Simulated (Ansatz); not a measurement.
## Profile along the Rh–Rh line in RhPb (space group P6/mmm)

RhPb (space group P6/mmm)

```
RhPb
1.0
    5.61858     0.00000     0.00000
   -2.80929     4.86583     0.00000
    0.00000     0.00000     4.40103
Rh Pb
3 3
Direct
  0.00000   0.50000   0.00000
  0.50000   0.00000   0.00000
  0.50000   0.50000   0.00000
  0.66667   0.33333   0.50000
  0.33333   0.66667   0.50000
  0.00000   0.00000   0.00000
```

Fields along a shortest Rh–Rh line of a (-1 1 0 0) plane (2.81 Å), from Rh to Rh, interpolated on the slice's grid (step about 0.2 Å). All values below come from LDA (plane waves to 420 eV, PAW, scalar-relativistic; Ansatz, a program for electronic structure). k mesh 10×10×11. Inside the PAW spheres the values are not all-electron values, and peaks at nuclei hang on which shells count as valence. RhPb is run without spin polarisation. RhPb was relaxed with its symmetry unable to fall. Spin-orbit coupling is left out, though Pb is heavy.

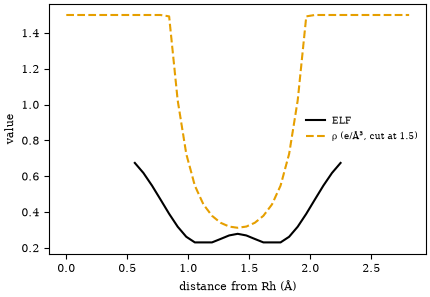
ELF (away from the nuclei) and valence density from Rh to Rh.

Density on the Rh–Rh line (2.81 Å) at its midpoint: 0.31 e/Å³. ELF at that point: 0.28.
